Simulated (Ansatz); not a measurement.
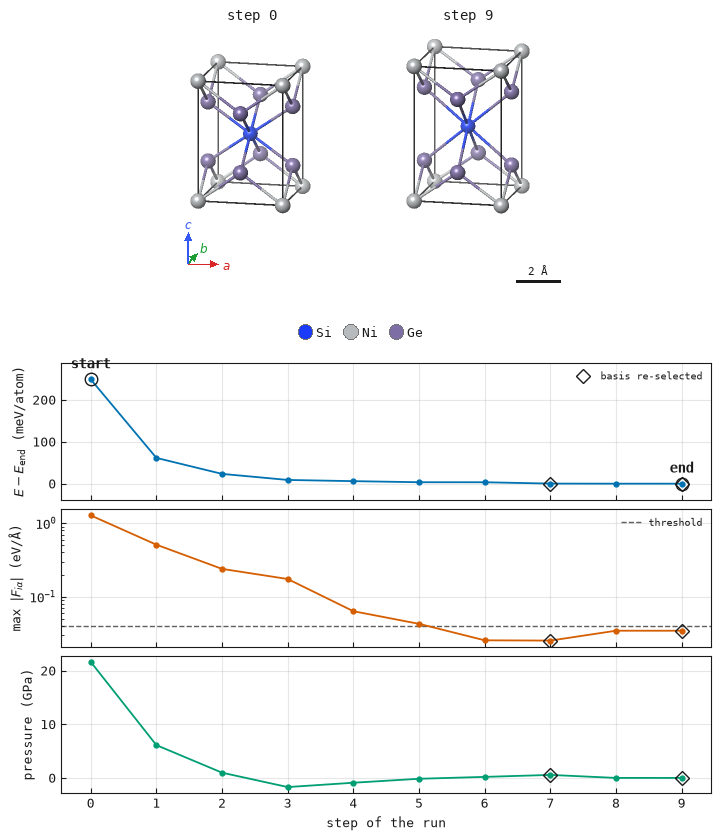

First and last geometry of a relaxation of solid SiNiGe$_{4}$ (a generated structure, set up in P4/mmm) (coarse preliminary run), with the history of the run. The picture is a ball-and-stick view of the cell of the calculation, seen slightly off an axis.

All numbers below come from Ansatz, DFT PBE, scalar-relativistic, plane waves, PAW.

Input
```yaml
crystal:
  lattice:
    - [3.99026652, 0.0, 0.0]
    - [0.0, 3.99026652, 0.0]
    - [0.0, 0.0, 5.64873055]
  atoms:
    - { symbol: Si, position: [0.5, 0.5, 0.5] }
    - { symbol: Ni, position: [0.0, 0.0, 0.0], spin: 2.0 }
    - { symbol: Ge, position: [0.5, 0.0, 0.74646699] }
    - { symbol: Ge, position: [0.0, 0.5, 0.25353301] }
    - { symbol: Ge, position: [0.5, 0.0, 0.25353301] }
    - { symbol: Ge, position: [0.0, 0.5, 0.74646699] }
basis:
  ecutwfc: 420
kpoints:
  mp_grid: { grid: [4, 4, 4] }
hamiltonian:
  xc: pbe
scf:
  occupations: { method: gaussian, width: 0.1 }
  lower_state_search: "off"
output:
  forces: true
  stress: true
  eigenvalues: true
  populations: true
magnetization:
  spin_polarized: true
relax:
  adjacent_minimum: "off"
  f_tol: 0.04
  max_steps: 70
  cell: { stress_tol: 0.4 }
```

Command:
```bash
ansatz run input.yaml --threads 1 --pin off --max-ram 2560MiB --backend cpu --events-out ev --progress --plain --runs-dir out
```

**Did the run converge, and what did it change?**

It converged. The largest moves relative to the cell, 0.16 Å, are those of Ge3, Ge4, Ge5 and Ge6. Ge4 goes along −c. Si and Ni stay in place. The drawn cell changes as follows: a = b 3.990 → 4.111 Å (+3.0 %), c 5.649 → 6.343 Å (+12.3 %); the volume changes by +19.2 %. Some distances before and after: Si1–Ge3 2.433 → 2.682 Å, Ni2–Ge3 2.456 → 2.515 Å, Ge3–Ge5 2.864 → 2.897 Å. Bond angles that change, for instance: Si1–Ge3–Si1 110.2° → 100.1°, Si1–Ge3–Ge5 124.9° → 130.0°, Si1–Ge3–Ni2 109.5° → 111.7°. The space group stays P4/mmm (No. 123). The energy falls by 249 meV per atom in 7 accepted moves (9 points after the start). Largest force component: 1.3 eV/Å at the start, 0.035 eV/Å at the end. Pressure: 21.65 GPa at the start and 0.00 GPa at the end. At 2 points the geometry stayed and the basis and grid were re-selected for the new cell (energy shift of 3.2 meV per atom at most each time). The program noted that the starting moments weren't kept. The run took 2.4 min on 1 thread of Arm Neoverse V1, on a shared host, peak memory 0.5 GiB.

Limits of the set-up: the k-point mesh is coarse for a cell with partly filled bands.
